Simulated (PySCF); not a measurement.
# CH6GeS2 (SMILES C[S][GeH2][SH]), run twice

Aim: a single-point energy of CH6GeS2 at MP2/def2-SVP (sfX2C, density fitting, ddPCM water).

The calculation is run with PySCF 2.14.0.

3 further runs of the same task are left out: 1 that didn't finish, 2 set aside as unsound or not needed.

## (1) The system as given

The species is CH6GeS2 (10 atoms), meant as a singlet with charge 0. As SMILES, `C[S][GeH2][SH]`. Geometry: a GFN2-xTB relaxation, a rough one for these elements and not checked as a minimum. This is one conformer, not always the lowest.

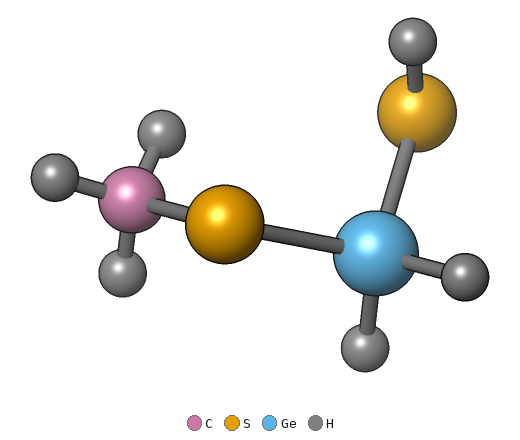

Viewed from a chosen angle; carbon pink, sulfur amber, germanium blue, hydrogen grey.

## (2) First attempt

Contents of start.xyz:

```xyz
10
CH6GeS2
C     -1.286560     0.718660    -0.935610
S     -0.887680     0.879700     0.839440
Ge     0.546030    -0.802560     1.037040
S      2.268050    -0.570460    -0.344230
H     -1.810750    -0.215290    -1.111470
H     -1.930280     1.556740    -1.178490
H     -0.377410     0.764190    -1.528870
H     -0.078580    -2.132940     0.664210
H      0.996010    -0.852010     2.481260
H      2.561170     0.653960     0.076720
```

Contents of calc.py:

```python
from pyscf import gto, scf, mp, solvent

molecule = gto.Mole()
molecule.atom = 'start.xyz'
molecule.basis = 'def2-svp'
molecule.max_memory = 1860
molecule.verbose = 3
molecule.build()

myscf = scf.RHF(molecule)
myscf = myscf.sfx2c1e()
myscf = myscf.density_fit()
myscf = solvent.ddPCM(myscf)
myscf.with_solvent.eps = 78.3553  # water
myscf.conv_tol = 0.1
myscf.kernel()

pt = mp.MP2(myscf, frozen=20).run()
e_tot = pt.e_tot
print('E(%s) = %.9f' % ('MP2', e_tot))
```

Launch:

```console
$ OMP_NUM_THREADS=1 python calc.py
```

Log:

```text
<class 'pyscf.solvent.ddpcm.ddPCM'> does not have attributes  method

WARN: ddPCM is an experimental feature. It is still in testing.
Features and APIs may be changed in the future.

converged SCF energy = -2930.36672166587
E(DFRMP2) = -2931.00909890589  E_corr = -0.642377240018875
E(SCS-DFRMP2) = -2930.99334327385  E_corr = -0.626621607980933
E(MP2) = -2931.009098906
```

Wall time 16 s (1 thread of Intel Xeon at 2.50GHz (Skylake/Cascade Lake), shared host); peak memory 0.39 GiB.

## (3) Reading the log

The run finished; that doesn't make the result usable.

What is wrong: the convergence setting is far too loose. To mend it: convergence threshold at its default in place of 0.1.

## (4) Try two

Contents of mol.xyz:

```xyz
10
CH6GeS2
C     -1.286560     0.718660    -0.935610
S     -0.887680     0.879700     0.839440
Ge     0.546030    -0.802560     1.037040
S      2.268050    -0.570460    -0.344230
H     -1.810750    -0.215290    -1.111470
H     -1.930280     1.556740    -1.178490
H     -0.377410     0.764190    -1.528870
H     -0.078580    -2.132940     0.664210
H      0.996010    -0.852010     2.481260
H      2.561170     0.653960     0.076720
```

Contents of input.py:

```python
# C[S][GeH2][SH]
from pyscf import gto, scf, mp, solvent

system = gto.Mole()
system.atom = 'mol.xyz'
system.charge = 0
system.spin = 0
system.max_memory = 1860
system.basis = 'def2-svp'
system.verbose = 3
system.build()

mf = scf.RHF(system)
mf = mf.x2c()
mf = mf.density_fit()
mf = solvent.ddPCM(mf)
mf.with_solvent.eps = 78.3553  # water
mf.init_guess = 'sap'
mf.kernel()

pt = mp.MP2(mf, frozen=20).run()
energy = pt.e_tot
print('Final energy', energy)
```

Launch:

```console
$ OMP_NUM_THREADS=1 python input.py
```

Log:

```text
<class 'pyscf.solvent.ddpcm.ddPCM'> does not have attributes  method

WARN: ddPCM is an experimental feature. It is still in testing.
Features and APIs may be changed in the future.

Found SAP basis sapgrasplarge
converged SCF energy = -2930.36822759436
E(DFRMP2) = -2931.00704927856  E_corr = -0.638821684208929
E(SCS-DFRMP2) = -2930.99191638224  E_corr = -0.623688787887878
Final energy -2931.0070492785644
```

Wall time 45 s (1 thread of Intel Xeon at 2.50GHz (Skylake/Cascade Lake), shared host); peak memory 0.39 GiB.

## (5) Results

At MP2/def2-SVP (sfX2C, density fitting, ddPCM water):

```
                                    quantity           value
                                total energy  -2931.00705 Eh
        dipole moment (Hartree–Fock density)          0.68 D
         HOMO energy (Hartree–Fock orbitals)        -9.65 eV
         LUMO energy (Hartree–Fock orbitals)         3.85 eV
       HOMO–LUMO gap (Hartree–Fock orbitals)        13.50 eV
correlation energy (20 core orbitals frozen)      -638.8 mEh
                  solvent term in the energy    -14.6 kJ/mol
```

In words: The first attempt's energy was -0.056 eV off this one. The basis was contracted for non-relativistic atoms, which limits what the relativistic Hamiltonian can do in the core.
